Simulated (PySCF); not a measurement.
## Electronic structure of CH12Si4 (SMILES C[Si]([SiH3])([SiH3])[SiH3]) in real space

```xyz
17

Si    0.0011   -0.0031    0.1947
C     0.0148   -0.0414    2.0898
H    -1.0122   -0.0322    2.4855
H     0.5482    0.8341    2.4904
H     0.5180   -0.9498    2.4549
Si    2.1806    0.0143   -0.6679
H     2.1372    0.1152   -2.1601
H     2.9107   -1.2396   -0.2981
H     2.9523    1.1813   -0.1342
Si   -1.0995    1.9006   -0.6207
H    -0.4204    3.1517   -0.1565
H    -2.5202    1.9345   -0.1492
H    -1.0948    1.8825   -2.1167
Si   -1.1002   -1.8755   -0.6880
H    -0.4054   -3.1414   -0.2923
H    -1.1278   -1.7928   -2.1815
H    -2.5110   -1.9389   -0.1899
```

Geometry: PBE0-D3(BJ)/def2-SVP.

Level of theory: PBE0/pcSseg-1, SCF density, gas phase, non-relativistic in PySCF 2.14.0.

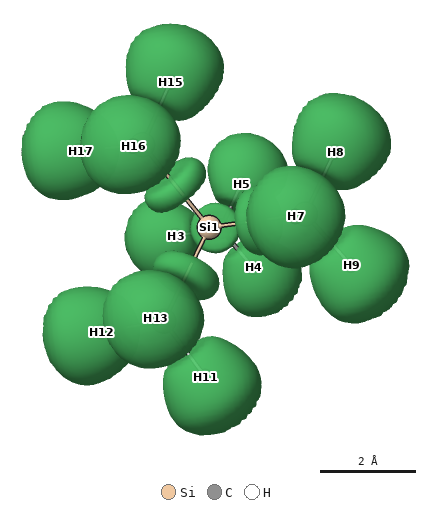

Figure 1. Isosurface of the ELF at 0.85 (green), seen at an oblique angle. Only the valence region is drawn (cores and ρ < 0.01 e/Å³ removed).

> Identify the bonds, lone pairs and shells in this picture.

The surface consists of one region between bonded C–Si atoms (shared pairs), three regions between bonded Si–Si atoms (shared pairs) and twelve regions around hydrogen nuclei. Profiles from the grid: C–Si (1.90 Å): the ELF peaks at about 0.95 between the atoms; a covalent bond. Si–Si (2.34 Å): the ELF peaks at about 1 between the atoms; a covalent bond.

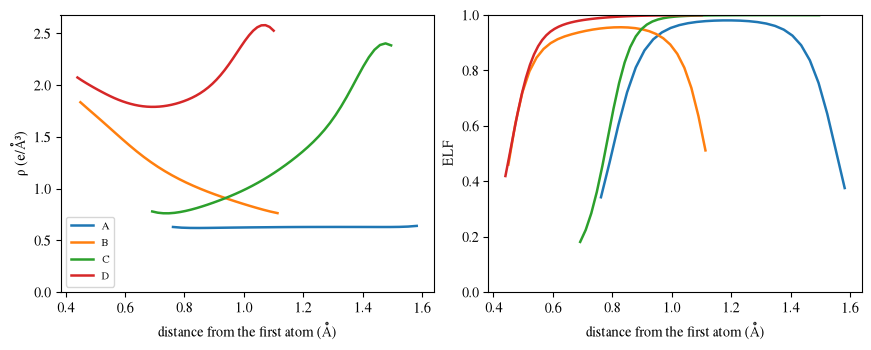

Figure 2. Electron density and ELF along straight lines between neighbouring atoms. The curves leave out the atomic cores.

> Which curve belongs to which contact (C–H, C–Si, Si–H and Si–Si)? The first atom named is at distance zero.

Curve A: Si–Si (2.34 Å): the density is about 0.63 e/Å³ at the midpoint; the ELF peaks at about 1 between the atoms, as expected for a covalent bond. Curve B: C–Si (1.90 Å): the density is about 0.9 e/Å³ at the midpoint; the ELF peaks at about 0.95 between the atoms, as expected for a covalent bond. Curve C: Si–H (1.50 Å): ρ at the midpoint is about 0.76 e/Å³; the ELF climbs to about 1 towards the hydrogen, as it does in any bond to H. Curve D: C–H (1.10 Å): ρ at the midpoint is about 1.9 e/Å³; the ELF climbs to about 1 towards the hydrogen: an ordinary covalent bond to hydrogen.
